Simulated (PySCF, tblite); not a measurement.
# C6H10N2Si: infrared bands, NMR shifts and electronic excitations in gas and solvents, part 2 of 2

tblite 0.8.0 and PySCF 2.14.0. Atoms count from 0.

## 6. Ultraviolet spectrum: CAM-B3LYP/def2-SVPD

What the job is given:

```
{"job": {"kind": "uv", "xc": "CAM-B3LYP", "basis": "def2-SVPD", "ip": true, "dynamic": false}, "charge": 0, "multiplicity": 1}
N      3.688733     0.136737    -0.910155
Si     2.313860    -0.739622    -0.353146
N      1.067268     0.450919    -0.076696
C     -0.303714     0.300983     0.051042
C     -0.905521    -0.969492     0.106410
C     -2.286871    -1.095744     0.216828
C     -3.106353     0.029495     0.290840
C     -2.516444     1.292792     0.251005
C     -1.138454     1.430420     0.129998
H      3.726525     0.525527    -1.845114
H      4.610597    -0.111908    -0.574152
H      2.769404    -1.453826     0.880103
H      1.742702    -1.751391    -1.295560
H      1.399485     1.401004     0.048355
H     -0.285521    -1.868301     0.069651
H     -2.726793    -2.095582     0.255631
H     -4.189040    -0.076209     0.383784
H     -3.138499     2.189604     0.311436
H     -0.689571     2.427198     0.090743
```

Method: TDDFT CAM-B3LYP/def2-SVPD, vertical, gas phase, core orbitals frozen in the response.

The program printed:

```text
coarse grid: 16464 points
cycle   1  E = -633.0492643660  dE =  1.451e+00  |g| = 5.035e-01  |ddm| = 2.001e+01
cycle   2  E = -633.0618561677  dE = -1.259e-02  |g| = 4.884e-01  |ddm| = 4.426e+00
cycle   3  E = -633.1137448113  dE = -5.189e-02  |g| = 5.610e-02  |ddm| = 1.458e+00
cycle   4  E = -633.1143254370  dE = -5.806e-04  |g| = 3.154e-02  |ddm| = 2.696e-01
cycle   5  E = -633.1145709023  dE = -2.455e-04  |g| = 4.526e-03  |ddm| = 2.210e-01
cycle   6  E = -633.1145750889  dE = -4.187e-06  |g| = 2.776e-03  |ddm| = 2.019e-02
final grid: 154880 points
cycle   7  E = -633.2110163157  dE = -3.388e-05  |g| = 5.644e-03  |ddm| = 2.119e-01
cycle   8  E = -633.2110117762  dE =  4.539e-06  |g| = 7.212e-03  |ddm| = 4.179e-02
cycle   9  E = -633.2110241911  dE = -1.241e-05  |g| = 5.546e-04  |ddm| = 1.996e-02
cycle  10  E = -633.2110242646  dE = -7.346e-08  |g| = 2.187e-04  |ddm| = 3.319e-03
cycle  11  E = -633.2110242771  dE = -1.250e-08  |g| = 6.077e-05  |ddm| = 1.177e-03
cycle  12  E = -633.2110242780  dE = -9.240e-10  |g| = 1.344e-05  |ddm| = 3.028e-04
converged SCF energy = -633.2110242780

Static polarisability (au): isotropic 113.667, principal 74.428 112.256 154.316

Singlet excitations
state   eV       nm        f      main configurations
  1   4.8878    253.7   0.03156   H->L+1 0.59, H->L 0.27, H-1->L+2 0.10
  2   5.4816    226.2   0.25168   H->L+2 0.53, H->L 0.22, H->L+1 0.13
  3   5.7211    216.7   0.00216   H->L+2 0.27, H->L 0.25, H->L+3 0.22
  4   5.9572    208.1   0.00660   H->L+3 0.62, H->L 0.14
  5   6.3760    194.5   0.00327   H->L+4 0.72
  6   6.6218    187.2   0.00696   H->L+5 0.76, H->L+6 0.09
  7   6.6634    186.1   0.01658   H-2->L 0.66, H-2->L+1 0.19
  8   6.7303    184.2   0.20840   H-1->L+2 0.51, H->L+1 0.11, H->L+6 0.11
  9   6.7557    183.5   0.65769   H-1->L+1 0.54, H-1->L 0.27, H->L+2 0.09
 10   6.8474    181.1   0.06699   H->L+6 0.51, H->L+5 0.14, H->L+4 0.08

Triplet excitations (Tamm-Dancoff, eV): 3.8758 4.0458 4.6326 5.4907
Vertical ionisation energy (delta-SCF) = 7.6480 eV
```

It took 2.3 min on 1 thread of Arm Neoverse V1, shared host; peak memory 1.2 GiB.

Frontier orbitals and where they lie:

| orbital | eV | atoms |
| --- | --- | --- |
| HOMO−3 | -10.04 | N2 23 %, C6 13 %, Si1 11 % |
| HOMO−2 | -9.21 | N0 61 %, Si1 12 %, H12 8 % |
| HOMO−1 | -8.36 | C4 21 %, C7 20 %, C8 20 % |
| HOMO | -7.08 | N2 25 %, C6 17 %, C3 13 % |
| LUMO | 0.93 | Si1 26 %, H10 10 %, N0 10 % |
| LUMO+1 | 0.99 | C5 16 %, C8 15 %, C7 12 % |
| LUMO+2 | 1.32 | C3 18 %, C6 16 %, C7 10 % |

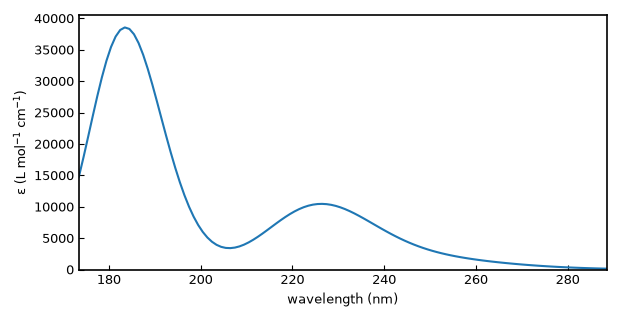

Absorption spectrum: each of the 10 states is a Gaussian band of 0.4 eV half-width at 1/e. Beyond the last state computed it falls off for lack of states.

Further results of this job:

| property | computed |
| --- | --- |
| dipole moment (D) | 2.21 |
| polarisability (Å³) | 16.84 |
| HOMO–LUMO gap (eV) | 8.01 |
| −ε(HOMO) (eV) | 7.08 |

## 7. NMR shieldings: HF/pcSseg-1

Settings changed since step 6:

```diff
@@ -1,2 +1,2 @@
-{"job": {"kind": "uv", "xc": "CAM-B3LYP", "basis": "def2-SVPD", "ip": true, "dynamic": false}, "charge": 0, "multiplicity": 1}
+{"job": {"kind": "nmr", "xc": "HF", "basis": "pcSseg-1", "pop": false}, "charge": 0, "multiplicity": 1}
 N      3.688733     0.136737    -0.910155
```

Method: GIAO HF/pcSseg-1 NMR shielding, non-relativistic, gas phase.

The program printed:

```text
final grid: 154880 points
cycle   1  E = -630.7379578275  dE =  2.209e+00  |g| = 5.277e-01  |ddm| = 4.103e+00
cycle   2  E = -630.8324455235  dE = -9.449e-02  |g| = 1.648e-01  |ddm| = 8.144e-01
cycle   3  E = -630.8401202524  dE = -7.675e-03  |g| = 8.368e-02  |ddm| = 2.877e-01
cycle   4  E = -630.8419732899  dE = -1.853e-03  |g| = 1.426e-02  |ddm| = 9.738e-02
cycle   5  E = -630.8420349143  dE = -6.162e-05  |g| = 4.341e-03  |ddm| = 2.052e-02
cycle   6  E = -630.8420436217  dE = -8.707e-06  |g| = 1.723e-03  |ddm| = 6.078e-03
cycle   7  E = -630.8420454970  dE = -1.875e-06  |g| = 6.579e-04  |ddm| = 3.193e-03
cycle   8  E = -630.8420459537  dE = -4.567e-07  |g| = 2.607e-04  |ddm| = 1.648e-03
cycle   9  E = -630.8420460551  dE = -1.014e-07  |g| = 1.376e-04  |ddm| = 7.777e-04
cycle  10  E = -630.8420460774  dE = -2.232e-08  |g| = 4.787e-05  |ddm| = 4.143e-04
cycle  11  E = -630.8420460807  dE = -3.284e-09  |g| = 1.568e-05  |ddm| = 1.957e-04
cycle  12  E = -630.8420460809  dE = -1.669e-10  |g| = 5.352e-06  |ddm| = 3.898e-05
converged SCF energy = -630.8420460809

GIAO shielding tensors (ppm)
atom      isotropic    diamagn.    paramagn.     s11        s22        s33       span
  0 N      260.585     318.143     -57.558    228.142    273.090    280.522     52.379
  1 Si     436.662     876.412    -439.750    410.138    430.975    468.872     58.734
  2 N      202.698     330.490    -127.792    170.183    173.694    264.217     94.034
  3 C       33.973     249.427    -215.454    -75.232     14.381    162.771    238.003
  4 C       73.166     255.725    -182.559    -23.659     66.960    176.197    199.856
  5 C       50.434     253.905    -203.471    -72.541     41.077    182.765    255.306
  6 C       68.670     255.875    -187.205    -42.418     63.352    185.075    227.493
  7 C       50.276     254.867    -204.592    -72.654     41.274    182.207    254.861
  8 C       70.182     254.153    -183.971    -27.037     71.732    165.851    192.888
  9 H       31.055      30.336       0.719     23.463     26.981     42.721     19.258
 10 H       30.862      27.689       3.173     23.461     25.739     43.386     19.925
 11 H       27.202      30.228      -3.026     23.640     25.789     32.176      8.536
 12 H       26.900      30.954      -4.054     22.541     27.010     31.148      8.607
 13 H       28.865      36.051      -7.186     19.502     30.216     36.877     17.374
 14 H       25.008      34.081      -9.073     19.659     25.295     30.071     10.412
 15 H       24.225      30.029      -5.803     20.507     24.993     27.176      6.670
 16 H       24.895      28.909      -4.014     21.078     26.751     26.856      5.779
 17 H       24.233      29.212      -4.979     20.542     25.193     26.963      6.421
 18 H       25.015      32.713      -7.698     20.323     25.284     29.438      9.115
```

Wall time 18 s (1 thread of Arm Neoverse V1, shared host); peak memory 0.88 GiB.

In short: δ C3 156.9, C5 140.5, C6 122.2, C4 119.2, H15 7.46, H16 6.79 ppm (means over like atoms).

## 8. Nuclear shieldings: PBE0/pcSseg-1 in methanol

Settings changed since step 7:

```diff
@@ -1,2 +1,2 @@
-{"job": {"kind": "nmr", "xc": "HF", "basis": "pcSseg-1", "pop": false}, "charge": 0, "multiplicity": 1}
+{"job": {"kind": "nmr", "xc": "PBE0", "basis": "pcSseg-1", "solvent": "methanol", "pop": true}, "charge": 0, "multiplicity": 1}
 N      3.688733     0.136737    -0.910155
```

Method: GIAO PBE0/pcSseg-1 NMR shielding, non-relativistic, IEF-PCM methanol.

The program printed:

```text
coarse grid: 16464 points
cycle   1  E = -633.0200297537  dE =  1.288e+00  |g| = 5.417e-01  |ddm| = 4.217e+00
cycle   2  E = -632.9971082671  dE =  2.292e-02  |g| = 6.447e-01  |ddm| = 1.044e+00
cycle   3  E = -633.0883913829  dE = -9.128e-02  |g| = 6.640e-02  |ddm| = 5.449e-01
cycle   4  E = -633.0892014300  dE = -8.100e-04  |g| = 3.075e-02  |ddm| = 8.081e-02
cycle   5  E = -633.0894228306  dE = -2.214e-04  |g| = 7.381e-03  |ddm| = 3.325e-02
cycle   6  E = -633.0894344557  dE = -1.163e-05  |g| = 3.218e-03  |ddm| = 9.069e-03
cycle   7  E = -633.0894370435  dE = -2.588e-06  |g| = 3.152e-04  |ddm| = 3.006e-03
final grid: 154880 points
cycle   8  E = -633.1363238651  dE = -3.772e-05  |g| = 8.506e-03  |ddm| = 5.260e-02
cycle   9  E = -633.1363191367  dE =  4.728e-06  |g| = 9.957e-03  |ddm| = 1.646e-02
cycle  10  E = -633.1363411774  dE = -2.204e-05  |g| = 9.314e-04  |ddm| = 8.128e-03
cycle  11  E = -633.1363413676  dE = -1.901e-07  |g| = 2.187e-04  |ddm| = 9.577e-04
cycle  12  E = -633.1363413780  dE = -1.040e-08  |g| = 4.160e-05  |ddm| = 2.143e-04
cycle  13  E = -633.1363413782  dE = -2.437e-10  |g| = 2.500e-05  |ddm| = 6.739e-05
converged SCF energy = -633.1363413782

GIAO shielding tensors (ppm)
atom      isotropic    diamagn.    paramagn.     s11        s22        s33       span
  0 N      255.371     316.251     -60.881    221.798    268.505    275.809     54.011
  1 Si     394.554     880.122    -485.568    359.812    390.353    433.498     73.686
  2 N      178.487     328.606    -150.120    140.359    153.600    241.500    101.141
  3 C       32.520     250.118    -217.598    -59.393      7.981    148.973    208.366
  4 C       66.697     256.257    -189.560    -22.928     55.892    167.129    190.057
  5 C       49.244     252.364    -203.120    -62.604     35.654    174.682    237.285
  6 C       62.786     254.640    -191.855    -42.063     52.866    177.555    219.619
  7 C       48.949     253.249    -204.300    -63.004     35.784    174.065    237.069
  8 C       63.140     253.515    -190.376    -26.878     58.222    158.075    184.953
  9 H       30.343      29.516       0.827     23.018     26.281     41.730     18.712
 10 H       30.132      26.813       3.319     23.037     25.131     42.228     19.191
 11 H       26.293      29.777      -3.484     22.859     24.811     31.210      8.351
 12 H       25.930      30.662      -4.732     21.660     26.015     30.114      8.454
 13 H       27.727      35.012      -7.285     19.572     29.012     34.597     15.025
 14 H       24.417      33.789      -9.372     19.623     24.271     29.358      9.735
 15 H       23.824      29.771      -5.947     20.495     24.275     26.703      6.208
 16 H       24.328      28.869      -4.541     21.179     25.540     26.266      5.086
 17 H       23.807      29.006      -5.199     20.501     24.466     26.454      5.953
 18 H       24.337      32.222      -7.885     20.251     24.155     28.606      8.355
```

It took 35 s on 1 thread of Arm Neoverse V1, shared host; peak memory 1.1 GiB.

Key values: δ C3 152.9, C5 136.4, C6 122.7, C4 120.5, H15 7.42, H16 6.91 ppm (means over like atoms).

## 9. Nuclear shieldings: PBE0/pcSseg-1 in tetrahydrofuran

Settings changed since step 8:

```diff
@@ -1,2 +1,2 @@
-{"job": {"kind": "nmr", "xc": "PBE0", "basis": "pcSseg-1", "solvent": "methanol", "pop": true}, "charge": 0, "multiplicity": 1}
+{"job": {"kind": "nmr", "xc": "PBE0", "basis": "pcSseg-1", "solvent": "tetrahydrofuran", "pop": false}, "charge": 0, "multiplicity": 1}
 N      3.688733     0.136737    -0.910155
```

Level: GIAO PBE0/pcSseg-1 NMR shielding, non-relativistic, IEF-PCM tetrahydrofuran.

The program printed:

```text
coarse grid: 16464 points
cycle   1  E = -633.0174476704  dE =  1.290e+00  |g| = 5.439e-01  |ddm| = 4.218e+00
cycle   2  E = -632.9937469045  dE =  2.370e-02  |g| = 6.488e-01  |ddm| = 1.061e+00
cycle   3  E = -633.0864728283  dE = -9.273e-02  |g| = 6.665e-02  |ddm| = 5.532e-01
cycle   4  E = -633.0872781163  dE = -8.053e-04  |g| = 3.180e-02  |ddm| = 8.272e-02
cycle   5  E = -633.0875143785  dE = -2.363e-04  |g| = 7.983e-03  |ddm| = 3.519e-02
cycle   6  E = -633.0875284574  dE = -1.408e-05  |g| = 3.325e-03  |ddm| = 9.899e-03
cycle   7  E = -633.0875312247  dE = -2.767e-06  |g| = 3.119e-04  |ddm| = 3.101e-03
final grid: 154880 points
cycle   8  E = -633.1344354296  dE = -3.754e-05  |g| = 8.545e-03  |ddm| = 5.239e-02
cycle   9  E = -633.1344304043  dE =  5.025e-06  |g| = 1.005e-02  |ddm| = 1.671e-02
cycle  10  E = -633.1344529057  dE = -2.250e-05  |g| = 9.188e-04  |ddm| = 8.304e-03
cycle  11  E = -633.1344530900  dE = -1.844e-07  |g| = 2.257e-04  |ddm| = 9.605e-04
cycle  12  E = -633.1344531011  dE = -1.105e-08  |g| = 4.495e-05  |ddm| = 2.205e-04
cycle  13  E = -633.1344531014  dE = -2.613e-10  |g| = 2.916e-05  |ddm| = 7.305e-05
converged SCF energy = -633.1344531014

GIAO shielding tensors (ppm)
atom      isotropic    diamagn.    paramagn.     s11        s22        s33       span
  0 N      255.231     316.170     -60.940    221.543    268.303    275.846     54.303
  1 Si     394.551     880.143    -485.592    360.114    390.227    433.311     73.196
  2 N      178.742     328.547    -149.805    140.743    153.105    242.377    101.634
  3 C       32.641     250.122    -217.481    -59.441      8.407    148.958    208.398
  4 C       66.622     256.283    -189.661    -23.112     56.059    166.919    190.032
  5 C       49.291     252.370    -203.079    -62.585     36.048    174.409    236.994
  6 C       62.691     254.604    -191.913    -42.198     52.992    177.278    219.477
  7 C       49.087     253.184    -204.097    -62.815     36.297    173.779    236.594
  8 C       63.271     253.748    -190.476    -26.803     59.154    157.462    184.265
  9 H       30.426      29.597       0.830     23.107     26.411     41.760     18.653
 10 H       30.213      26.913       3.300     23.128     25.252     42.258     19.130
 11 H       26.282      29.773      -3.491     22.849     24.798     31.200      8.351
 12 H       25.912      30.648      -4.736     21.645     25.993     30.099      8.454
 13 H       27.840      35.096      -7.256     19.697     29.158     34.666     14.969
 14 H       24.450      33.841      -9.391     19.664     24.278     29.407      9.743
 15 H       23.864      29.781      -5.917     20.546     24.294     26.754      6.208
 16 H       24.360      28.836      -4.476     21.218     25.550     26.313      5.094
 17 H       23.853      28.998      -5.144     20.553     24.496     26.512      5.959
 18 H       24.411      32.298      -7.887     20.355     24.187     28.692      8.337
```

Wall time 33 s (1 thread of Arm Neoverse V1, shared host); peak memory 1.1 GiB.

In short: δ C3 152.6, C5 136.1, C6 122.6, C4 120.3, H15 7.39, H16 6.88 ppm (means over like atoms).

## 10. TDDFT and polarisability: CAM-B3LYP/def2-SVPD in methanol

Settings changed since step 9:

```diff
@@ -1,2 +1,2 @@
-{"job": {"kind": "nmr", "xc": "PBE0", "basis": "pcSseg-1", "solvent": "tetrahydrofuran", "pop": false}, "charge": 0, "multiplicity": 1}
+{"job": {"kind": "uv", "xc": "CAM-B3LYP", "basis": "def2-SVPD", "solvent": "methanol", "nstates": 6, "ntriplets": 0}, "charge": 0, "multiplicity": 1}
 N      3.688733     0.136737    -0.910155
```

Level: TDDFT CAM-B3LYP/def2-SVPD, vertical, IEF-PCM methanol (non-equilibrium linear response), core orbitals frozen in the response.

The program printed:

```text
coarse grid: 16464 points
cycle   1  E = -633.0625660286  dE =  1.439e+00  |g| = 4.919e-01  |ddm| = 2.011e+01
cycle   2  E = -633.0757658604  dE = -1.320e-02  |g| = 4.714e-01  |ddm| = 4.056e+00
cycle   3  E = -633.1233635744  dE = -4.760e-02  |g| = 5.584e-02  |ddm| = 1.283e+00
cycle   4  E = -633.1239911412  dE = -6.276e-04  |g| = 2.743e-02  |ddm| = 3.310e-01
cycle   5  E = -633.1241804962  dE = -1.894e-04  |g| = 2.909e-03  |ddm| = 2.071e-01
cycle   6  E = -633.1241827611  dE = -2.265e-06  |g| = 1.471e-03  |ddm| = 1.777e-02
final grid: 154880 points
cycle   7  E = -633.2205590973  dE = -3.662e-05  |g| = 4.065e-03  |ddm| = 2.141e-01
cycle   8  E = -633.2205591284  dE = -3.110e-08  |g| = 4.338e-03  |ddm| = 3.479e-02
cycle   9  E = -633.2205631482  dE = -4.020e-06  |g| = 4.092e-04  |ddm| = 1.266e-02
cycle  10  E = -633.2205631867  dE = -3.857e-08  |g| = 1.966e-04  |ddm| = 3.053e-03
cycle  11  E = -633.2205631970  dE = -1.024e-08  |g| = 3.992e-05  |ddm| = 1.359e-03
cycle  12  E = -633.2205631974  dE = -4.177e-10  |g| = 1.516e-05  |ddm| = 1.362e-04
converged SCF energy = -633.2205631974

Static polarisability (au): isotropic 157.219, principal 105.796 163.114 202.748

Singlet excitations
state   eV       nm        f      main configurations
  1   4.8385    256.2   0.04614   H->L 0.88
  2   5.4274    228.4   0.35796   H->L+1 0.77, H->L+2 0.14
  3   5.8593    211.6   0.00007   H->L+2 0.49, H->L+3 0.25, H->L+4 0.11
  4   6.1556    201.4   0.00111   H->L+3 0.61, H->L+2 0.18
  5   6.5434    189.5   0.02145   H->L+4 0.65
  6   6.6410    186.7   0.70570   H-1->L 0.83
```

Run time: 70 s. Hardware: 1 thread of Arm Neoverse V1, shared host; peak memory 1.4 GiB.

In short: HOMO -7.16 eV, LUMO 0.84 eV; lowest singlet 4.84 eV.

## 11. Side by side: NMR shifts

Shifts (ppm) of some atoms, chosen among heavy atoms and hydrogens apart, means over like atoms, with basis size and wall time:

| run | C3 | C5 | C4 | H11 | H13 | N2 | N0 | functions | time |
| --- | --- | --- | --- | --- | --- | --- | --- | --- | --- |
| PBE0/pcSseg-1 | 151.0 | 134.9 | 119.4 | 5.24 | 2.90 | 85.6 | 11.5 | 210 | 34 s |
| HF/pcSseg-1 | 156.9 | 140.5 | 119.2 | 4.64 | 2.82 | 63.0 | 5.1 | 210 | 18 s |
| PBE0/pcSseg-1 in methanol | 152.9 | 136.4 | 120.5 | 5.13 | 3.51 | 90.0 | 13.1 | 210 | 35 s |
| PBE0/pcSseg-1 in tetrahydrofuran | 152.6 | 136.1 | 120.3 | 5.15 | 3.40 | 89.3 | 12.9 | 210 | 33 s |

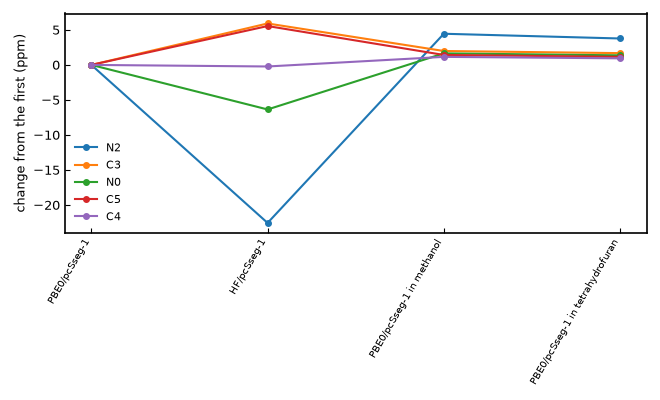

How five of the tabulated atoms move from run to run.

The continuum's effect on the ground state:

| solvent | ε | polarisation energy (Eh) | μ (D) |
| --- | --- | --- | --- |
| tetrahydrofuran | 7.43 | -0.0097 | 2.98 |
| methanol | 32.61 | -0.0119 | 3.08 |

## 12. Side by side: electronic excitations

Excitations and ground-state properties, with basis size and wall time:

| run | lowest singlet (eV) | brightest (eV) | f | gap (eV) | α (Å³) | μ (D) | functions | time |
| --- | --- | --- | --- | --- | --- | --- | --- | --- |
| CAM-B3LYP/def2-SVPD | 4.89 | 6.76 | 0.658 | 8.01 | 16.84 | 2.21 | 264 | 2.3 min |
| CAM-B3LYP/def2-SVPD in methanol | 4.84 | 6.64 | 0.706 | 8.00 | 23.30 | 2.85 | 264 | 70 s |

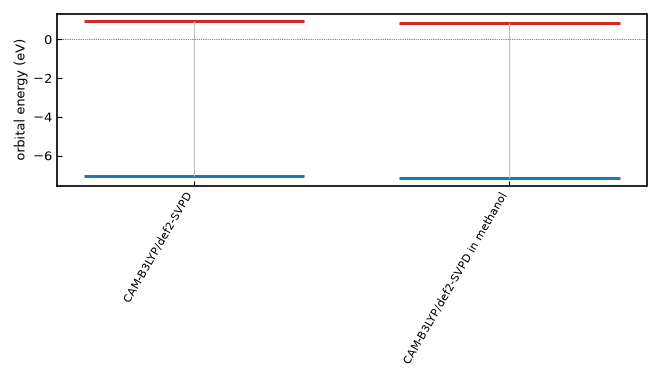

HOMO (blue) and LUMO (red) run by run.

## 13. Results

What follows sums up all 2 parts.

```
                                                               quantity                                   value
                              strongest single infrared mode (GFN2-xTB)                   2165 cm⁻¹, 405 km/mol
                                           zero-point energy (GFN2-xTB)                           91.6 kcal/mol
                                                            point group                                      C1
                                   rotational constants (main isotopes)                    4.34, 0.67, 0.59 GHz
13C shifts against TMS (PBE0/pcSseg-1, means over atoms taken as alike)          151.0, 134.9, 122.4, 119.4 ppm
 1H shifts against TMS (PBE0/pcSseg-1, means over atoms taken as alike)  7.23, 6.78, 6.61, 5.24, 2.90, 0.51 ppm
                                 15N shifts against NH3 (PBE0/pcSseg-1)                          85.6, 11.5 ppm
                                29Si shifts against TMS (PBE0/pcSseg-1)                               -42.5 ppm
                                   lowest singlet (CAM-B3LYP/def2-SVPD)             4.89 eV (254 nm), f = 0.032
                               brightest single state of those computed             state 9, 6.76 eV, f = 0.658
                                                         lowest triplet                                 3.88 eV
                                      vertical ionisation energy (ΔSCF)                                 7.65 eV
                          range of the shift of N2 (PBE0/pcSseg-1 runs)                        85.6 to 90.0 ppm
                                            range of the lowest singlet                         4.84 to 4.89 eV
```

In words: Relaxing lowered the energy by 0.426 eV in 71 steps; the close pair that moved most is Si1–N2, from 1.792 to 1.728 Å (GFN2-xTB). No mode is imaginary among the 51: a minimum at this level. The strongest single mode, at 2165 cm⁻¹, moves mainly H12. GFN2-xTB is a fitted tight-binding method: band positions and strengths are rough. Its intensities can rank the bands wrongly. Over 12 steps the energy fell by 0.318 eV; of the close pairs, N2–C3 changed most, 1.322 to 1.385 Å (PBE0/def2-SVP). At PBE0/pcSseg-1: Shielding is most anisotropic at C5, C7 (span 235 ppm, paramagnetic term -203 ppm). NICS(1)zz of -26 ppm above the planar ring from C3 marks a diatropic (aromatic) ring current. The first singlet state (HOMO→LUMO+1 0.59, HOMO→LUMO 0.27) lies at 4.89 eV and is weak; of the 10 states computed, the strongest absorption comes from states 8 to 9 together at 6.76 eV. The lowest triplet lies 1.01 eV below the lowest singlet (triplets in Tamm-Dancoff, singlets in full TDDFT). The orbital energy would give 7.08 eV for ionisation, ΔSCF gives 7.65 eV. The continuum holds electrostatics alone: no hydrogen bonds to the solvent, and the gas-phase geometry is kept. The lowest singlet runs from 4.84 eV (CAM-B3LYP/def2-SVPD in methanol) to 4.89 eV (CAM-B3LYP/def2-SVPD), while the orbital gap spans 8.00 to 8.01 eV. The lowest state need not be the same one in every run. The runs solved for a few states only, so the brightest column depends on that window.
